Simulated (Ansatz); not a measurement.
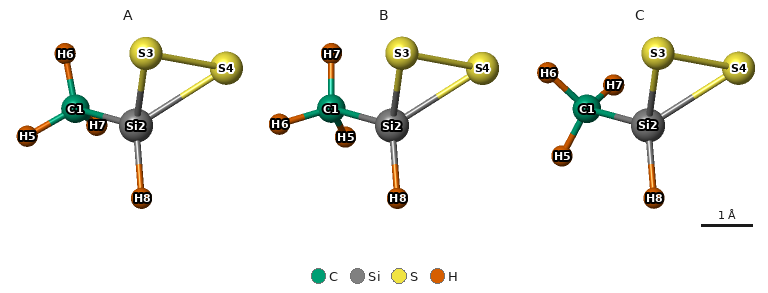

3 geometries from a converged minimum-energy path of CH4S2Si, shuffled. A ball-and-stick model, seen from a free direction.

Theory: RKS LDA/def2-SVP (Ansatz 0.2.0). Run with 7 movable images; climbing image; force threshold 0.05 eV/Å; iteration limit 60; starting path through a guess of the saddle point.

### One of them is the converged climbing image. Which?

C. In order along the path, whose images run from 0 to 8: B (image 0, 0.00 kcal/mol), C (image 4, +1.32 kcal/mol), A (image 7, +0.19 kcal/mol). The motion is a rotation about the C1–Si2 bond by about 120°. No bond forms or breaks between the ends.
